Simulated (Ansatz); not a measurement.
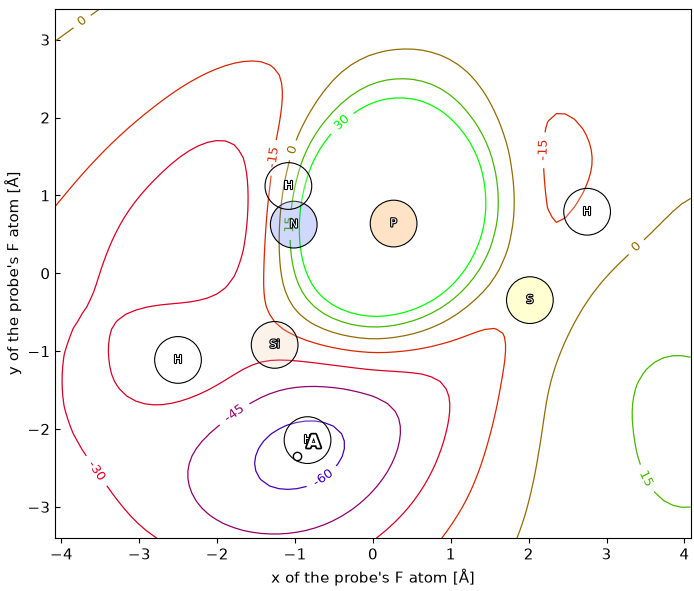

H₄NPSSi (SMILES SP1N[SiH2]1) with the probe HF. 
- The probe is moved over a plane parallel to the molecule's main plane, 3.26 Å above it.
- Coordinates scanned: (1) x of the probe's F atom; (2) y of the probe's F atom.
- Nothing is relaxed (molecule and probe rigid, the probe upright with F nearest the plane).
- The scan uses a 13 × 11 grid.
- Points are written as (first, second).
- All energies are given in meV relative to molecule and probe far apart, each relaxed in its own basis (no counterpoise correction).
- Theory: RKS B3LYP-D4/def2-SVPD in Ansatz.

The picture shows contour lines labelled in meV (none above 30), labelled circles for the molecule's atoms, projected on the plane, the point A. Between grid points the surface is interpolated.

Question: Find the lowest pass out of the well at A.

Answer: The easiest path leads from the well at about (−0.98 Å, −2.35 Å) to the well at about (−2.24 Å, 0.62 Å), about 21 meV higher. Its highest point lies about 34 meV above the bottom of the first well on the interpolated surface, at (−3.40 Å, −0.68 Å). Seen from the upper well the barrier is about 13 meV. This is the barrier on the constrained surface; relaxing the other coordinates would change it.

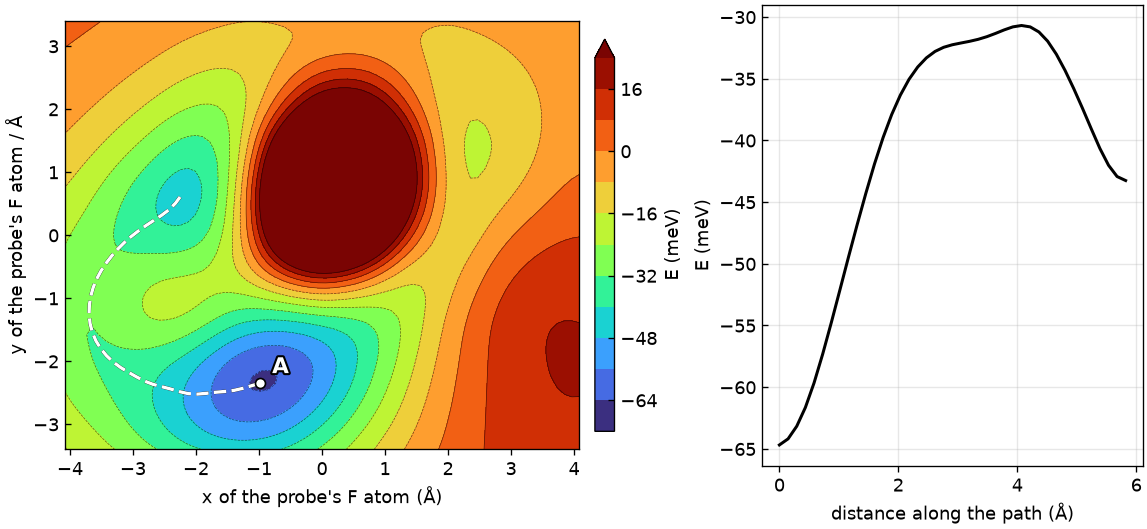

In the figure: filled contours, a line along the lowest path, one colour for all values above the top of the scale, the energy along the path at the right. Between grid points the surface is interpolated.
